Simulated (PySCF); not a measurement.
Vertical excitations of a molecule CH7FO2Si2 from PySCF 2.14.0 with TDDFT-M06-2X/def2-SVPD, as energy in eV (oscillator strength): 7.79 (0.001), 7.96 (0.003), 8.41 (0.002), 8.79 (0.103), 8.95 (0.036), 8.97 (0.014), 9.01 (0.083), 9.03 (0.008), 9.27 (0.030), 9.46 (0.013). Lowest triplet (TDA): 7.46 eV. Geometry optimised at r2SCAN-D4/def2-SVP. One conformer was computed; it need not be the lowest.

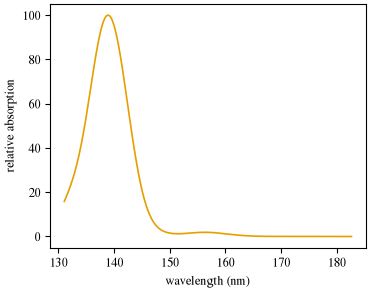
*The lines broadened by 0.4 eV.*

Question: Which structure fits?
(A) CO[Si@H](F)O[SiH3]
(B) C[Si@H](O)[Si@@H](O)F
(C) CO[Si@@](O)(F)[SiH3]
(D) C[Si@@H](O)O[SiH2]F

Answer: A, CO[Si@H](F)O[SiH3]
